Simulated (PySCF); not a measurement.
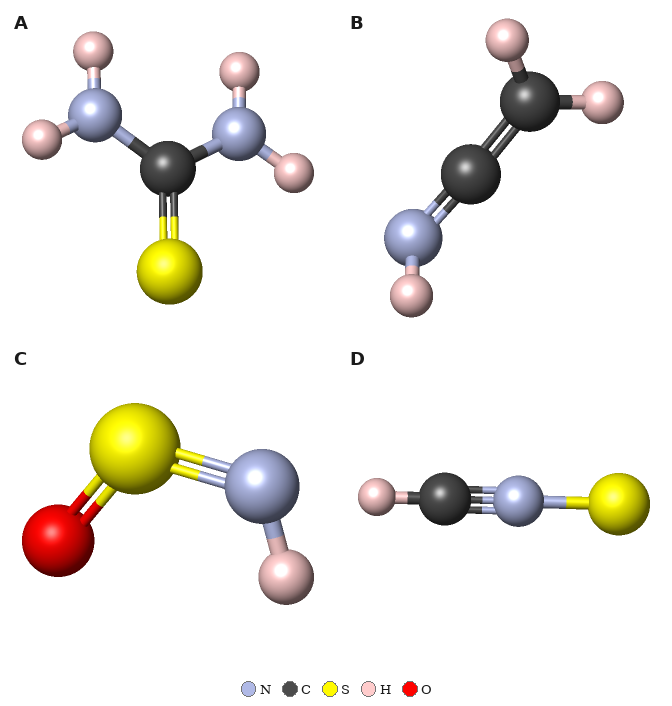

Source: calculation with PySCF.

Question: Match each picture to its SMILES.
(1) N=S=O
(2) C#[N+][S-]
(3) C=C=N
(4) NC(N)=S

Answer: A is (4), B is (3), C is (1), D is (2).
